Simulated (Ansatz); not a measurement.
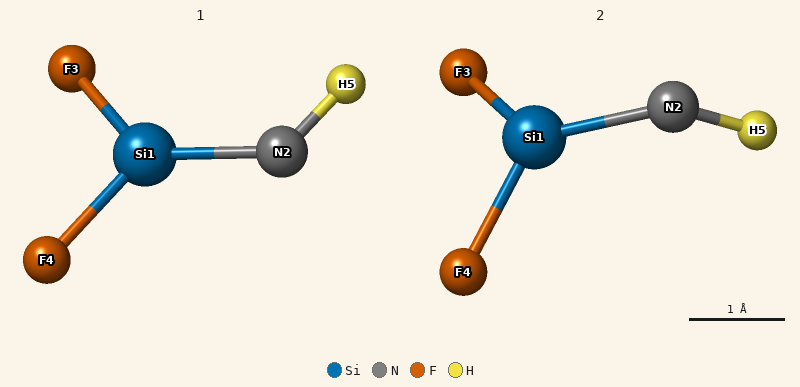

Two geometries of SiNHF2, drawn at one scale. One is the start of a relaxation, the other its converged end. A ball-and-stick model, seen at a tilt.

These are results of RKS PBE0-D4/def2-TZVP in Ansatz 0.2.0, not measurements. Set-up: force threshold 0.005 eV/Å; at most 200 steps.

Which of the two is the end point?

Answer. Structure 1 is the relaxed one. It is one of the separated products of a reaction. The energy falls by 20.5 kcal/mol in 20 accepted moves (23 points after the start). Largest force component: 3.2 eV/Å at the start, 0.00061 eV/Å at the end. The line search rejected the trial steps at points 7, 15, 22 of the run. The forces were under the threshold at step 11, but the run went on from there. The atom that moves furthest after the best rigid fit is H5 (0.51 Å). By element the largest moves are H 0.51 Å, N 0.49 Å, Si 0.28 Å, F 0.27 Å. Among the contacts that change: Si1–F3 1.602 → 1.574 Å, Si1–N2 1.584 → 1.570 Å, N2–H5 1.004 → 1.010 Å. Among the angles between lasting bonds that change: N2–Si1–F3 126.7° → 134.2°, Si1–N2–H5 129.1° → 121.9°, N2–Si1–F4 126.7° → 121.3°.
